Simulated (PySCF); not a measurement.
# TiO (triplet): what the fields show

```xyz
2

Ti    0.0000    0.0000   -0.4002
O     0.0000    0.0000    1.1998
```

Level of theory: PySCF 2.14.0, PBE0/def2-TZVPP, non-relativistic Hamiltonian with scalar-relativistic core potentials where named, at a bond length of 1.600 Å.

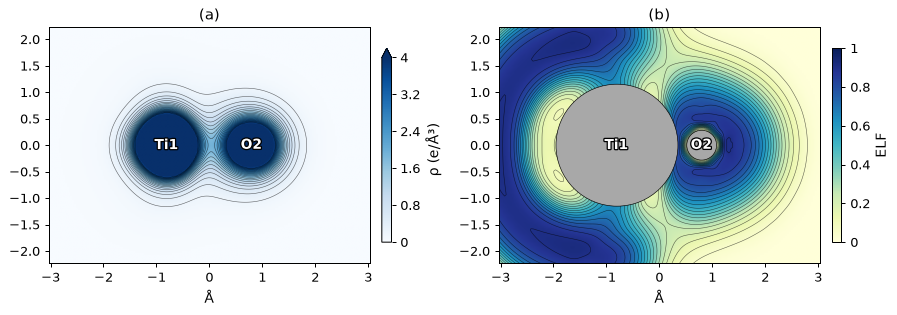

Figure 1. (a) total electron density; (b) electron localisation function on a plane that holds the molecular axis. Grey discs cover the atomic cores in the ELF map.

Q: Interpret the plot.

A: Atoms in the plane: Ti and O. Ti–O (1.60 Å): ρ is about 1.9 e/Å³ halfway; the ELF peaks at about 0.80 in the valence shell of O, 0.5 Å from its nucleus, and drops to about 0.40 between the two atoms.

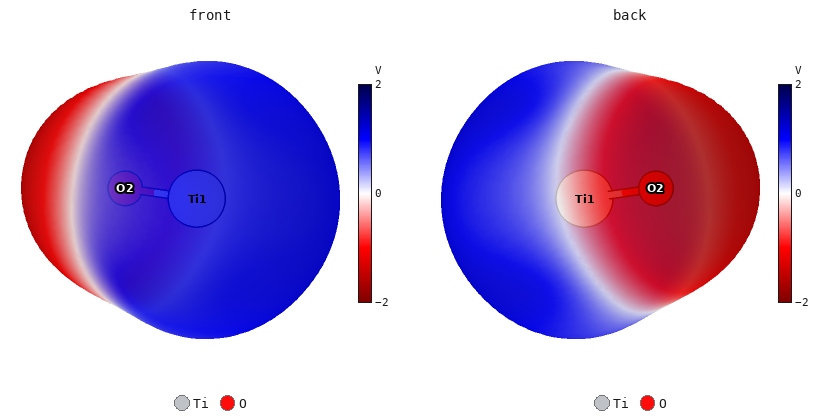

Figure 2. The electrostatic potential painted on the density surface at 0.001 e/bohr³, seen from the front and from behind; the colour scale runs from red (negative) to blue (positive).

Q: Describe the electrostatic potential map.

A: The most negative region (about −1.7 V) lies over O2, the most positive (about +1.3 V) over Ti1. O2 is the likeliest acceptor of a hydrogen bond.
